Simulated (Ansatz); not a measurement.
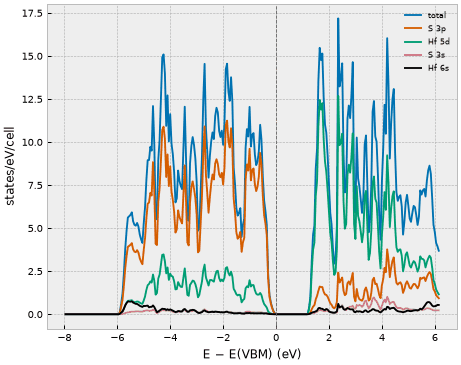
Total and projected density of states of HfS₂ in space group Pca2_1 (No. 29; Hf on 4a, S on 4a, S on 4a), PBE in the plane-wave PAW code Ansatz

Task: Which orbitals carry the states next to the gap?

Result: Top 1 eV of the valence band: S 3p 84 %, Hf 5d 13 %. Bottom 1 eV of the conduction band: Hf 5d 80 %, S 3p 10 %, outside the projected shells 5 %. Projections are on Löwdin-orthogonalised atomic valence shells; empty p or d shells of many metals are not among them.

Task: Where is the tallest occupied peak in this window, and what makes it?

Result: Near -4.2 eV, about 15 states/eV per cell; the largest projected share is S 3p.

The start of the workflow was typed in or built on a structure type; neither database checked (COD, Materials Project) lists it. Whether it is the stable phase at ambient conditions was not checked. The cell was relaxed with PBE under the symmetry of its start; whether a distortion lowers the energy is not shown. The run is not spin-polarised. Spin–orbit coupling is left out wherever it is not named.

Potentials: the earlier of the program's two PAW sets.
